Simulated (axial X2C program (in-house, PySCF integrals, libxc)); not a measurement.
# IGe⁻: from the state search to constants

What are the state, bond length, wavenumber and bond energy of IGe⁻, and what does spin–orbit coupling change?

Program: an in-house X2C program for linear molecules on PySCF integrals. Level of theory: all-electron X2C, I dyall-acv3z, Ge dyall-acv3z. These are calculated values, not measurements.

## (1) Set-up

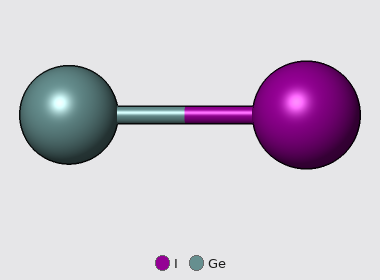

The two atoms at 2.540 Å (iodine purple, germanium teal).

The input, task.json:

```json
{
 "zs": [
  53,
  32
 ],
 "q": -1,
 "bas": [
  "dyall-acv3z",
  "dyall-acv3z"
 ],
 "levels": [
  "PBE0",
  "HF",
  "BHandHLYP"
 ],
 "cc": true,
 "r0": 2.54,
 "thr": -1.0,
 "nmax": 90,
 "npts": 10,
 "nst": 2,
 "ntry": 6
}
```

Keys: zs atomic numbers; q charge; bas basis sets; levels methods (HF also brings MP2); cc coupled cluster on or off; r0 starting distance in Å; thr threshold in hartree for freezing inner shells (an s shell follows its p shell); nmax most natural virtual spinors; npts points asked for on the curve; nst determinants followed; ntry starts of the search.

On the command line:

```sh
> python so2c.py task.json out
```

Spin-free means the one-electron spin-free X2C Hamiltonian; two-component (2c) means X2C with spin–orbit coupling and atomic mean-field two-electron Coulomb and Gaunt terms. Basis: I dyall-acv3z contracted to [12s13p9d5f1g], Ge dyall-acv3z contracted to [10s10p8d5f1g]; Gaussian nuclei, density fitting. Masses: I 126.904 u, Ge 73.921 u.

Notation: σ, π±, δ± give the projection m of an orbital's angular momentum (0, ±1, ±2), α and β its spin, Λ and M_S the sums; ω is the projection of a spinor's total angular momentum and Ω the sum. Logs are in hartree.

The results follow Hamiltonian by Hamiltonian and level by level.

## (2) Search for the lowest determinant

PBE0 moves the distance from 2.540 Å to 2.754 Å and compares determinants there.

Spin-free determinants:

```csv
ΔE (eV),state,open shells
0.00,"M_S = 1, Λ = 0","beyond closed shells: π+α, π-α"
0.72,"M_S = 0, Λ = 2","beyond closed shells: π+α, π+β"
0.72,"M_S = 0, Λ = 0","beyond closed shells: π+β, π-α"
1.53,"M_S = 1, Λ = 1","beyond closed shells: σα, π+α"
1.70,"M_S = 0, Λ = 1","beyond closed shells: σα, π+β"
2.65,"M_S = 1, Λ = 2",beyond closed shells: 2 × π+α
3.94,"M_S = 2, Λ = 0","beyond closed shells: 2 × σα, π+α, π-α"
```

Two-component determinants:

```csv
ΔE (eV),state,open shells
0.00,Ω = 1,"excess of +ω over −ω: ω = -1/2, ω = 3/2"
0.60,Ω = 0,closed shell
0.72,Ω = 2,"excess of +ω over −ω: ω = 1/2, ω = 3/2"
0.85,Ω = 0,closed shell
1.61,Ω = 1,excess of +ω over −ω: 2 × ω = 1/2
2.72,Ω = 3,excess of +ω over −ω: 2 × ω = 3/2
4.18,Ω = 3,excess of +ω over −ω: 2 × ω = 3/2
```

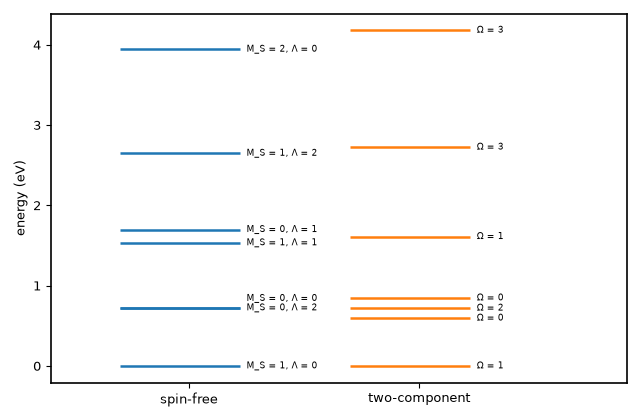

The determinants found, each set from its own lowest.

## (3) PBE0, spin-free

State followed: M_S = 1, Λ = 0 (beyond closed shells: π+α, π-α). The scan is laid around 2.754 Å, a first estimate of the minimum, and this SCF restarts from the orbitals of the search.

Output at 2.754 Å:

```text
spin-free X2C-1e  PBE0
basis functions 264  fitting functions 1375  grid points 5806
iter        total energy     max residual
   1      -9214.028021370     1.37e-05
   2      -9214.028021367     1.84e-05
   3      -9214.028021378     2.21e-06
   4      -9214.028021378     8.63e-07
converged
one-electron -13346.10039999  Coulomb 4069.27044702  exact exchange -64.75232063  xc functional -198.32975277  nuclear repulsion 325.88400498
```

Along the bond, energies from the lowest point:

```
R (Å)  E (eV)  μ (D)  HOMO (eV)  LUMO (eV)  iterations
2.589  0.0593  -2.73       0.18       2.73          11
2.671  0.0092  -2.39       0.07       2.67          11
2.754  0.0000  -2.06      -0.04       2.60           4
2.850  0.0261  -1.67      -0.17       2.50          12
2.947  0.0792  -1.28      -0.30       2.37          12
3.071  0.1716  -0.79      -0.45       2.19          11
```

Dipoles are positive if Ge is the positive end and refer to the centre of mass.

Outer orbitals at the reference distance:

| symmetry | occupied | ε (eV) | atomic character |
| --- | --- | --- | --- |
| σα | yes | -27.29 | 100% Ge d |
| π+α | yes | -27.26 | 100% Ge d |
| π-α | yes | -27.26 | 100% Ge d |
| σβ | yes | -27.23 | 100% Ge d |
| δ-α | yes | -27.20 | 100% Ge d |
| δ+α | yes | -27.20 | 100% Ge d |
| π-β | yes | -27.17 | 100% Ge d |
| π+β | yes | -27.17 | 100% Ge d |
| δ+β | yes | -27.02 | 100% Ge d |
| δ-β | yes | -27.02 | 100% Ge d |
| σα | yes | -13.77 | 79% I s, 6% Ge p, 6% Ge d |
| σβ | yes | -13.69 | 80% I s, 6% Ge p, 6% Ge d |
| σα | yes | -8.36 | 72% Ge s, 16% I p, 5% I d |
| σβ | yes | -6.86 | 67% Ge s, 23% I p, 5% I d |
| σα | yes | -3.06 | 62% I p, 26% Ge p, 8% Ge s |
| π+α | yes | -2.86 | 84% I p, 9% Ge p, 4% Ge d |
| π-α | yes | -2.86 | 84% I p, 9% Ge p, 4% Ge d |
| σβ | yes | -2.74 | 57% I p, 23% Ge p, 14% Ge s |
| π+β | yes | -2.67 | 88% I p, 4% Ge d, 4% Ge p |
| π-β | yes | -2.67 | 88% I p, 4% Ge d, 4% Ge p |
| π+α | yes | -0.04 | 80% Ge p, 8% I d, 7% I p |
| π-α | yes | -0.04 | 80% Ge p, 8% I d, 7% I p |
| σα | no | 2.60 | 76% Ge p, 11% I p, 5% Ge s |
| σβ | no | 2.90 | 73% Ge p, 18% I p, 3% Ge d |
| π+β | no | 2.92 | 85% Ge p, 8% I d, 3% I p |
| π-β | no | 2.92 | 85% Ge p, 8% I d, 3% I p |

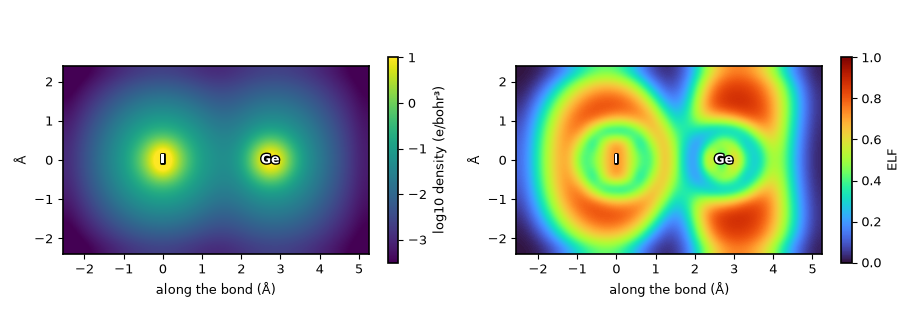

PBE0 fields in a plane through the axis, from a grid of 0.3 Å; I lies at z = 0 and Ge at z = 2.754 Å; the ELF is damped to zero where the density is low.

Re = 2.734 Å, ωe = 164.7 cm⁻¹, ωexe = 0.598 cm⁻¹, Be = 0.04827 cm⁻¹, De = 1.55 eV, μ = -2.14 D.

## (4) HF, spin-free

Output at 2.754 Å:

```text
spin-free X2C-1e  HF
basis functions 264  fitting functions 1375  grid points 5806
iter        total energy     max residual
   1      -9209.955230488     3.06e-01
   2      -9209.990557185     6.39e-03
   3      -9209.991720098     4.67e-03
   4      -9209.992008449     1.55e-03
   5      -9209.992096792     9.79e-04
   6      -9209.992125502     5.78e-04
   7      -9209.992137955     3.97e-04
   8      -9209.992144595     2.04e-04
   9      -9209.992146555     9.15e-05
  10      -9209.992147010     4.15e-05
  11      -9209.992147177     1.54e-05
  12      -9209.992147201     4.83e-06
  13      -9209.992147204     1.98e-06
  14      -9209.992147204     5.61e-07
converged
one-electron -13345.54339690  Coulomb 4068.84420102  exact exchange -259.17695631  xc functional 0.00000000  nuclear repulsion 325.88400498
```

No constants are quoted: too few points lie around the minimum for a second fit to confirm the first.

## (5) BHandHLYP, spin-free

Output at 2.754 Å:

```text
spin-free X2C-1e  BHandHLYP
basis functions 264  fitting functions 1375  grid points 5806
iter        total energy     max residual
   1      -9214.589707724     1.02e-01
   2      -9214.592463836     4.42e-03
   3      -9214.592477004     4.83e-03
   4      -9214.592634460     3.30e-04
   5      -9214.592637555     1.69e-04
   6      -9214.592638500     1.11e-04
   7      -9214.592638928     4.64e-05
   8      -9214.592639028     2.11e-05
   9      -9214.592639049     5.61e-06
  10      -9214.592639050     2.73e-06
converged
one-electron -13346.50534574  Coulomb 4069.72489768  exact exchange -129.53728827  xc functional -134.15890770  nuclear repulsion 325.88400498
```

Re = 2.778 Å, ωe = 152.2 cm⁻¹, ωexe = 0.619 cm⁻¹, Be = 0.04677 cm⁻¹, De = 1.26 eV, μ = -1.67 D.

## (6) Correlated methods, spin-free

Correlated methods: 12 electrons correlated (frozen shells, counted by type: I 4 s, 3 p, 2 d; Ge 3 s, 2 p, 1 d), 346 virtual spinors in MP2, 89 natural virtuals in coupled cluster.

Output of the correlated part at 2.754 Å:

```text
correlated 12  virtual 346  natural virtual 89  E(MP2) -0.222974340  MP2 remainder -0.012012293
iter   CCSD correlation   residual
   1     -0.229893689   1.15e-01
   2     -0.236906844   3.95e-02
   3     -0.237541487   1.27e-02
   4     -0.237649043   5.72e-03
   5     -0.237691624   1.95e-03
   6     -0.237691989   7.72e-04
   7     -0.237694480   2.94e-04
   8     -0.237695116   1.08e-04
   9     -0.237694654   4.22e-05
  10     -0.237694891   1.52e-05
  11     -0.237694912   5.20e-06
  12     -0.237694964   1.94e-06
  13     -0.237694970   8.21e-07
(T) -0.010744476  T1 0.0199  D1 0.0376  max T2 0.075
```

T1 in the output is the amplitude norm over the root of the electron number; divide by √2 for the Lee–Taylor value.

MP2: Re = 2.760 Å, ωe = 161.6 cm⁻¹, Be = 0.04737 cm⁻¹, De = 1.39 eV.

CCSD: Re = 2.781 Å, ωe = 155.3 cm⁻¹, ωexe = 0.61 cm⁻¹, Be = 0.04668 cm⁻¹, De = 1.35 eV. T1 = 0.014.

CCSD(T): Re = 2.775 Å, ωe = 158.1 cm⁻¹, ωexe = 0.583 cm⁻¹, Be = 0.04687 cm⁻¹, De = 1.39 eV. T1 = 0.014.

## (7) A higher determinant, spin-free

State: M_S = 0, Λ = 2 (beyond closed shells: π+α, π+β).

Output at the reference distance:

```text
spin-free X2C-1e  PBE0
basis functions 264  fitting functions 1375  grid points 5806
iter        total energy     max residual
   1      -9214.001458392     2.57e-05
   2      -9214.001458374     4.26e-05
   3      -9214.001458419     1.83e-06
   4      -9214.001458420     5.88e-07
converged
one-electron -13345.42766694  Coulomb 4068.57754784  exact exchange -64.73801141  xc functional -198.29733288  nuclear repulsion 325.88400498
```

```
R (Å)  E above the lowest PBE0 point (eV)
2.589                               0.752
2.671                               0.718
2.754                               0.723
2.850                               0.764
2.947                               0.831
3.071                               0.940
```

Re = 2.699 Å, ωe = 173.8 cm⁻¹, ωexe = 0.603 cm⁻¹, Be = 0.04953 cm⁻¹, μ = -2.78 D. Te = 0.72 eV.

## (8) The spin-free curves together

Energy (eV) of the followed determinant, spin-free, from each level's lowest point:

```
R (Å)   PBE0     HF    MP2   CCSD  CCSD(T)  BHandHLYP
2.589  0.059  0.171  0.083  0.098    0.095      0.091
2.671  0.009  0.075  0.020  0.027    0.025      0.025
2.754  0.000  0.022  0.000  0.000    0.000      0.000
2.850  0.026  0.000  0.016  0.008    0.010      0.008
2.947  0.079  0.008  0.061  0.045    0.050      0.044
3.071  0.172  0.046  0.146  0.119    0.129      0.116
```

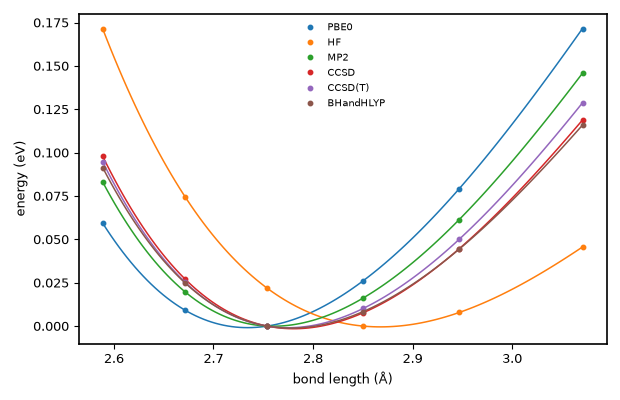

Curves of the followed state, spin-free, each from its own lowest point.

## (9) PBE0, 2c

State followed: Ω = 1 (excess of +ω over −ω: ω = -1/2, ω = 3/2). The scan is laid around 2.754 Å, a first estimate of the minimum, and this SCF restarts from the orbitals of the search.

The SCF at the reference distance of 2.754 Å:

```text
two-component X2C + atomic mean field  PBE0
basis functions 264  fitting functions 1375  grid points 5806
iter        total energy     max residual
   1      -9210.381043017     1.14e-05
   2      -9210.381043017     1.52e-05
converged
one-electron -13335.48527787  Coulomb 4067.21198169  exact exchange -64.71663191  xc functional -198.22615461  nuclear repulsion 325.88400498  atomic mean-field constant -5.04896529
```

Along the bond, energies from the lowest point:

```
R (Å)  E (eV)  μ (D)  HOMO (eV)  LUMO (eV)  iterations
2.589  0.0620  -2.76       0.27       2.74          11
2.671  0.0105  -2.43       0.16       2.68          11
2.754  0.0000  -2.10       0.05       2.61           2
2.850  0.0246  -1.72      -0.08       2.50          12
2.947  0.0762  -1.34      -0.20       2.38          12
3.071  0.1669  -0.86      -0.36       2.19          11
```

Dipoles are positive if Ge is the positive end and refer to the centre of mass.

Outer spinors at the reference distance:

```json
{"ω": "-1/2", "occupied": "yes", "ε (eV)": "-27.03", "atomic character": "100% Ge d", "λ mixture": "63% σ, 37% π"}
{"ω": "1/2", "occupied": "yes", "ε (eV)": "-27.02", "atomic character": "100% Ge d", "λ mixture": "51% π, 49% σ"}
{"ω": "5/2", "occupied": "yes", "ε (eV)": "-26.98", "atomic character": "100% Ge d", "λ mixture": "100% δ"}
{"ω": "3/2", "occupied": "yes", "ε (eV)": "-26.98", "atomic character": "100% Ge d", "λ mixture": "60% π, 40% δ"}
{"ω": "-3/2", "occupied": "yes", "ε (eV)": "-26.96", "atomic character": "100% Ge d", "λ mixture": "82% π, 18% δ"}
{"ω": "-5/2", "occupied": "yes", "ε (eV)": "-26.81", "atomic character": "100% Ge d", "λ mixture": "100% δ"}
{"ω": "1/2", "occupied": "yes", "ε (eV)": "-13.79", "atomic character": "79% I s, 6% Ge p, 6% Ge d", "λ mixture": "100% σ"}
{"ω": "-1/2", "occupied": "yes", "ε (eV)": "-13.71", "atomic character": "80% I s, 6% Ge p, 6% Ge d", "λ mixture": "100% σ"}
{"ω": "1/2", "occupied": "yes", "ε (eV)": "-8.36", "atomic character": "72% Ge s, 16% I p, 5% I d", "λ mixture": "100% σ"}
{"ω": "-1/2", "occupied": "yes", "ε (eV)": "-6.87", "atomic character": "66% Ge s, 24% I p, 5% I d", "λ mixture": "100% σ"}
{"ω": "1/2", "occupied": "yes", "ε (eV)": "-3.44", "atomic character": "75% I p, 14% Ge p, 5% Ge s", "λ mixture": "54% σ, 46% π"}
{"ω": "-1/2", "occupied": "yes", "ε (eV)": "-3.39", "atomic character": "79% I p, 10% Ge p, 5% Ge s", "λ mixture": "74% π, 26% σ"}
{"ω": "1/2", "occupied": "yes", "ε (eV)": "-2.65", "atomic character": "74% I p, 16% Ge p, 4% Ge d", "λ mixture": "54% π, 46% σ"}
{"ω": "3/2", "occupied": "yes", "ε (eV)": "-2.59", "atomic character": "82% I p, 11% Ge p, 4% Ge d", "λ mixture": "100% π"}
{"ω": "-1/2", "occupied": "yes", "ε (eV)": "-2.55", "atomic character": "63% I p, 22% Ge p, 10% Ge s", "λ mixture": "74% σ, 26% π"}
{"ω": "-3/2", "occupied": "yes", "ε (eV)": "-2.38", "atomic character": "87% I p, 5% Ge d, 4% Ge p", "λ mixture": "100% π"}
{"ω": "-1/2", "occupied": "yes", "ε (eV)": "-0.12", "atomic character": "81% Ge p, 7% I d, 6% I p", "λ mixture": "100% π"}
{"ω": "3/2", "occupied": "yes", "ε (eV)": "0.05", "atomic character": "78% Ge p, 8% I p, 8% I d", "λ mixture": "100% π"}
{"ω": "1/2", "occupied": "no", "ε (eV)": "2.61", "atomic character": "75% Ge p, 11% I p, 6% Ge s", "λ mixture": "100% σ"}
{"ω": "1/2", "occupied": "no", "ε (eV)": "2.88", "atomic character": "85% Ge p, 8% I d, 3% I p", "λ mixture": "100% π"}
{"ω": "-1/2", "occupied": "no", "ε (eV)": "2.91", "atomic character": "74% Ge p, 17% I p, 4% Ge d", "λ mixture": "100% σ"}
{"ω": "-3/2", "occupied": "no", "ε (eV)": "2.96", "atomic character": "84% Ge p, 8% I d, 4% Ge d", "λ mixture": "100% π"}
```

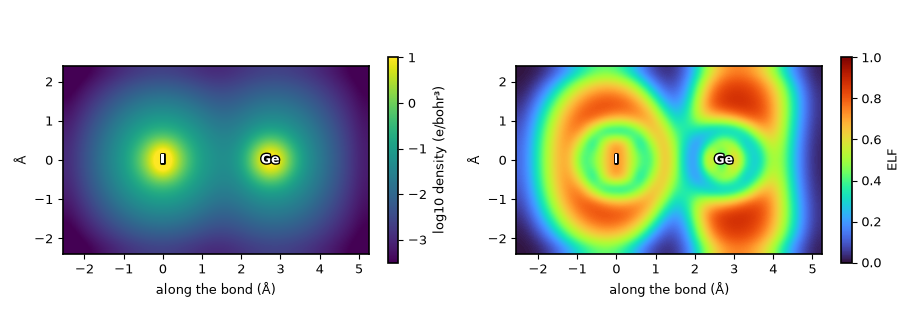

PBE0 fields in a plane through the axis, from a grid of 0.3 Å; I lies at z = 0 and Ge at z = 2.754 Å; the ELF is damped to zero where the density is low.

Re = 2.738 Å, ωe = 163.7 cm⁻¹, ωexe = 0.599 cm⁻¹, Be = 0.04815 cm⁻¹, De = 1.55 eV, μ = -2.17 D.

## (10) HF, 2c

The SCF at the reference distance of 2.754 Å:

```text
two-component X2C + atomic mean field  HF
basis functions 264  fitting functions 1375  grid points 5806
iter        total energy     max residual
   1      -9206.304784134     3.06e-01
   2      -9206.340113256     6.41e-03
   3      -9206.341284939     4.64e-03
   4      -9206.341574473     1.53e-03
   5      -9206.341664397     9.67e-04
   6      -9206.341693493     5.67e-04
   7      -9206.341705884     3.90e-04
   8      -9206.341712372     2.04e-04
   9      -9206.341714336     9.34e-05
  10      -9206.341714815     4.30e-05
  11      -9206.341714995     1.57e-05
  12      -9206.341715022     4.94e-06
  13      -9206.341715024     2.03e-06
  14      -9206.341715025     5.95e-07
converged
one-electron -13334.92461301  Coulomb 4066.78185258  exact exchange -259.03399429  xc functional 0.00000000  nuclear repulsion 325.88400498  atomic mean-field constant -5.04896529
```

No constants are quoted: too few points lie around the minimum for a second fit to confirm the first.

## (11) BHandHLYP, 2c

Output at 2.754 Å:

```text
two-component X2C + atomic mean field  BHandHLYP
basis functions 264  fitting functions 1375  grid points 5806
iter        total energy     max residual
   1      -9210.941484612     1.03e-01
   2      -9210.944241190     4.41e-03
   3      -9210.944255175     4.81e-03
   4      -9210.944411401     3.29e-04
   5      -9210.944414561     1.68e-04
   6      -9210.944415532     1.11e-04
   7      -9210.944415974     4.65e-05
   8      -9210.944416080     2.10e-05
   9      -9210.944416102     5.57e-06
  10      -9210.944416104     2.69e-06
converged
one-electron -13335.88662619  Coulomb 4067.66267893  exact exchange -129.46583014  xc functional -134.08967840  nuclear repulsion 325.88400498  atomic mean-field constant -5.04896529
```

Re = 2.781 Å, ωe = 151.3 cm⁻¹, ωexe = 0.62 cm⁻¹, Be = 0.04665 cm⁻¹, De = 1.24 eV, μ = -1.70 D.

## (12) MP2 and beyond, 2c

Correlated methods: 12 electrons correlated (frozen shells, counted by type: I 4 s, 3 p, 2 d; Ge 3 s, 2 p, 1 d), 346 virtual spinors in MP2, 90 natural virtuals in coupled cluster.

Output of the correlated part at 2.754 Å:

```text
correlated 12  virtual 346  natural virtual 90  E(MP2) -0.222528202  MP2 remainder -0.011731546
iter   CCSD correlation   residual
   1     -0.229681209   1.15e-01
   2     -0.236663802   3.94e-02
   3     -0.237287950   1.27e-02
   4     -0.237394704   5.69e-03
   5     -0.237436673   1.95e-03
   6     -0.237436975   7.74e-04
   7     -0.237439465   2.96e-04
   8     -0.237440032   1.11e-04
   9     -0.237439543   4.60e-05
  10     -0.237439787   1.89e-05
  11     -0.237439813   8.84e-06
  12     -0.237439882   4.64e-06
  13     -0.237439881   2.40e-06
(T) -0.010726330  T1 0.0198  D1 0.0376  max T2 0.061
```

MP2: Re = 2.763 Å, ωe = 161.0 cm⁻¹, Be = 0.04728 cm⁻¹, De = 1.39 eV.

CCSD: Re = 2.784 Å, ωe = 154.6 cm⁻¹, ωexe = 0.607 cm⁻¹, Be = 0.04657 cm⁻¹, De = 1.33 eV. T1 = 0.014.

CCSD(T): Re = 2.778 Å, ωe = 157.3 cm⁻¹, ωexe = 0.58 cm⁻¹, Be = 0.04677 cm⁻¹, De = 1.38 eV. T1 = 0.014.

## (13) A higher determinant, 2c

State: Ω = 0 (closed shell).

Output at the reference distance:

```text
two-component X2C + atomic mean field  PBE0
basis functions 264  fitting functions 1375  grid points 5806
iter        total energy     max residual
   1      -9210.359168223     1.04e-05
   2      -9210.359168244     5.66e-06
   3      -9210.359168248     4.31e-06
   4      -9210.359168252     1.92e-06
   5      -9210.359168253     7.03e-07
converged
one-electron -13334.92198299  Coulomb 4066.62560519  exact exchange -64.70262003  xc functional -198.19521011  nuclear repulsion 325.88400498  atomic mean-field constant -5.04896529
```

```
R (Å)  E above the lowest PBE0 point (eV)
2.589                               0.622
2.671                               0.589
2.754                               0.595
2.850                               0.638
2.947                               0.705
3.071                               0.814
```

Re = 2.697 Å, ωe = 174.2 cm⁻¹, ωexe = 0.619 cm⁻¹, Be = 0.04963 cm⁻¹, μ = -2.83 D. Te = 0.59 eV.

## (14) The 2c curves together

Energy (eV) of the followed determinant, 2c, from each level's lowest point:

```
R (Å)   PBE0     HF    MP2   CCSD  CCSD(T)  BHandHLYP
2.589  0.062  0.175  0.085  0.100    0.097      0.094
2.671  0.011  0.077  0.021  0.028    0.027      0.026
2.754  0.000  0.023  0.000  0.000    0.000      0.000
2.850  0.025  0.000  0.015  0.006    0.009      0.007
2.947  0.076  0.007  0.059  0.042    0.048      0.042
3.071  0.167  0.044  0.143  0.115    0.125      0.112
```

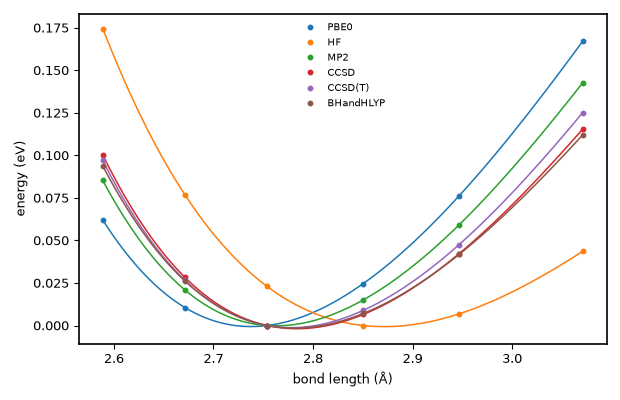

Curves of the followed state, 2c, each from its own lowest point.

Time for the job: 3.7 min (1 thread of Intel Xeon 6975P-C (Granite Rapids), shared host).

## (15) Constants

Lowest determinant that the search found at its distance (another Ω component may lie lower), spin-free: M_S = 1, Λ = 0 (beyond closed shells: π+α, π-α).

Lowest determinant that the search found at its distance (another Ω component may lie lower), 2c: Ω = 1 (excess of +ω over −ω: ω = -1/2, ω = 3/2).

```csv
Hamiltonian,level,Re (Å),ωe (cm⁻¹),De (eV),μ (D)
spin-free,PBE0,2.734,164.7,1.55,-2.14
spin-free,MP2,2.760,161.6,1.39,n/a
spin-free,CCSD,2.781,155.3,1.35,n/a
spin-free,CCSD(T),2.775,158.1,1.39,n/a
spin-free,BHandHLYP,2.778,152.2,1.26,-1.67
2c,PBE0,2.738,163.7,1.55,-2.17
2c,MP2,2.763,161.0,1.39,n/a
2c,CCSD,2.784,154.6,1.33,n/a
2c,CCSD(T),2.778,157.3,1.38,n/a
2c,BHandHLYP,2.781,151.3,1.24,-1.70
```

Dipoles are positive if Ge is the positive end and refer to the centre of mass. No constants: spin-free HF (too few points lie around the minimum for a second fit to confirm the first); 2c HF (too few points lie around the minimum for a second fit to confirm the first).

Time per point (s) on 1 thread of Intel Xeon 6975P-C (Granite Rapids), shared host (2c runs; CCSD comes with the CCSD(T) run); the times are rough: PBE0 1.3, MP2 1.8, CCSD(T) 7.1, BHandHLYP 1.6.

What this shows: At CCSD(T), going from spin-free to two-component changes Re by +3 mÅ, ωe by -0.5 %; the spin-free picture holds up (part of it comes from the scalar share of the two-electron terms). De moves by -0.01 eV; both De rest on single-determinant atoms, which can miss part of an open shell's spin–orbit lowering.

De refers to I- + Ge, the ground-state fragments, which need not be this curve's own limit. The state is a single determinant with fixed occupations, the lowest that a limited PBE0 search found. Dissociation energies refer to the lowest single-determinant-based atoms at the same level and basis. Density functionals use the spin component along the axis (collinear). Coupled cluster ran in a truncated set of natural virtual spinors; the MP2 energy of the rest was added. With several unpaired electrons one determinant need not be a pure state. With the outer-core shells frozen, correlated bond lengths of heavy atoms tend to come out a few hundredths of an ångström too long.
